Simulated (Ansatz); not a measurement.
**C2H5Al (SMILES C=[CH][AlH2]) at CCSD/def2-SVPD**

Aim: the vertical ionisation energy of C2H5Al at CCSD/def2-SVPD, from 2 runs. 

Program for the calculation: Ansatz 0.2.0.

33 further runs of the same task are left out: 33 set aside as unsound or not needed.

## (1) Starting point

C2H5Al: 8 atoms, total charge 0, spin state singlet. As SMILES, `C=[CH][AlH2]`. The shape is that of a PBE0-D4/def2-TZVP optimisation.

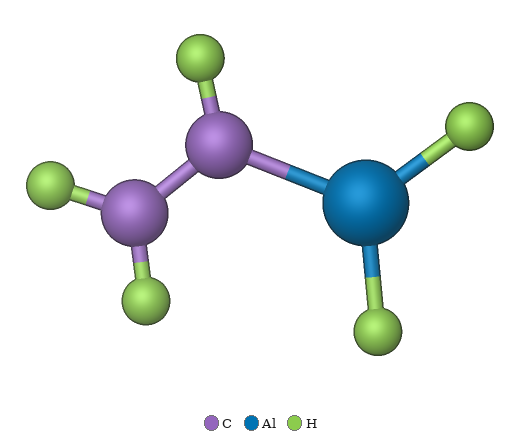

The structure, seen from a chosen angle (carbon purple, aluminium blue, hydrogen green).

## (2) A single-point energy at CCSD/def2-SVPD

molecule.yaml reads:

```yaml
crystal:
  periodic: [false, false, false]
  atoms:
    - {symbol: C, position_ang: [-1.029900, 0.829200, -0.357000]}
    - {symbol: C, position_ang: [0.199000, 0.651000, 0.138100]}
    - {symbol: Al, position_ang: [0.930800, -1.139300, 0.262000]}
    - {symbol: H, position_ang: [-1.636900, -0.008600, -0.695500]}
    - {symbol: H, position_ang: [-1.495000, 1.809300, -0.451900]}
    - {symbol: H, position_ang: [0.735600, 1.546100, 0.452700]}
    - {symbol: H, position_ang: [2.384000, -1.417900, 0.837700]}
    - {symbol: H, position_ang: [0.004400, -2.327000, -0.241900]}
basis:
  gaussian: {orbitals: def2-SVPD}
correlation: {method: ccsd, frozen_orbitals: {Al: 5, C: 1, H: 0}}
accuracy: high
scf: {omitted_lower_state_checks: [cluster_reference, increment]}
```

Launch:

```bash
$ ansatz run molecule.yaml --threads 1 --pin off --max-ram 3480MiB --events-out events.jsonl --progress --plain --runs-dir runs
```

What it wrote (excerpt; [...] marks lines left out):

```text
Warning: RAYON_NUM_THREADS=1 ignored (pool sized by the plan → 1); use --threads N
Functional definition: HF
  name "HF"
[...]
2110 factors; integrals over basis functions are off by at most 3.5e-9 eV
[...]
mean field -8718.41774595 eV, -320.3959426078 hartree, gradient 3.1e-8 eV, S^2 0.000000; 0 other end points of the search recorded, 0 dependent functions left out
7 core orbitals not correlated: weight in the atoms' cores, before any rotation towards them, 1.000 or more for the frozen orbitals, at most 0.000 for the correlated occupied ones
reference -8718.41774595 eV, -320.3959426078 hartree; 8, 8 occupied and 89, 89 virtual orbitals, 2110 factors
second order -9.48426067 eV of doubles, -0.00000000 eV of singles
cycle   1  -10.17920449 eV  change   -6.9e-1 eV  update   7.7e-2
[...]
cycle  21  -10.59115819 eV  change   6.6e-10 eV  update  9.6e-10
Total energy: -8729.00890414 eV, -320.7851604923 hartree
Checks for a lower state left out: cluster_reference, increment
```

Run time: 16 s. Hardware: 1 thread of Arm Neoverse V2, shared host; peak memory 0.81 GiB.

## (3) The doublet cation at the same level

job.yaml reads:

```yaml
crystal:
  periodic: [false, false, false]
  atoms:
    - symbol: C
      position_ang: [-1.029900, 0.829200, -0.357000]
    - symbol: C
      position_ang: [0.199000, 0.651000, 0.138100]
    - symbol: Al
      position_ang: [0.930800, -1.139300, 0.262000]
    - symbol: H
      position_ang: [-1.636900, -0.008600, -0.695500]
    - symbol: H
      position_ang: [-1.495000, 1.809300, -0.451900]
    - symbol: H
      position_ang: [0.735600, 1.546100, 0.452700]
    - symbol: H
      position_ang: [2.384000, -1.417900, 0.837700]
    - symbol: H
      position_ang: [0.004400, -2.327000, -0.241900]
basis:
  gaussian:
    orbitals: def2-SVPD
total_charge: 1
scf:
  omitted_lower_state_checks: [cluster_reference, increment]
correlation:
  method: ccsd
  frozen_orbitals: {Al: 5, C: 1, H: 0}
magnetization:
  spin_polarized: true
  initial_magnetization: 1
accuracy: high
```

Launch:

```bash
$ ansatz run job.yaml --threads 1 --pin off --max-ram 3480MiB --events-out events.jsonl --progress --plain --runs-dir runs
```

What it wrote:

```text
Warning: RAYON_NUM_THREADS=1 ignored (pool sized by the plan → 1); use --threads N
[... 13 lines left out ...]
7 core orbitals not correlated: weight in the atoms' cores, before any rotation towards them, 1.000 or more for the frozen orbitals, at most 0.000 for the correlated occupied ones
[... 52 lines left out ...]
Total energy: -8718.65013493 eV, -320.4044827453 hartree
Checks for a lower state left out: cluster_reference, increment
```

Run time: 1.8 min. Hardware: 1 thread of Arm Neoverse V2, shared host; peak memory 1.5 GiB.

## (4) What came out

Level: CCSD/def2-SVPD, 7 core orbitals frozen.

```
                                                   quantity          value
                               singlet C2H5Al: total energy  -320.78516 Eh
singlet C2H5Al: correlation energy (7 core orbitals frozen)     -389.2 mEh
                              singlet C2H5Al: T1 diagnostic          0.011
                               doublet cation: total energy  -320.40448 Eh
doublet cation: correlation energy (7 core orbitals frozen)     -336.5 mEh
          doublet cation: ⟨S²⟩ of the reference determinant          0.754
                              doublet cation: T1 diagnostic          0.008
         vertical ionisation energy (to the doublet cation)      10.359 eV
```

Removing an electron at fixed nuclei costs 10.36 eV (999 kJ/mol).
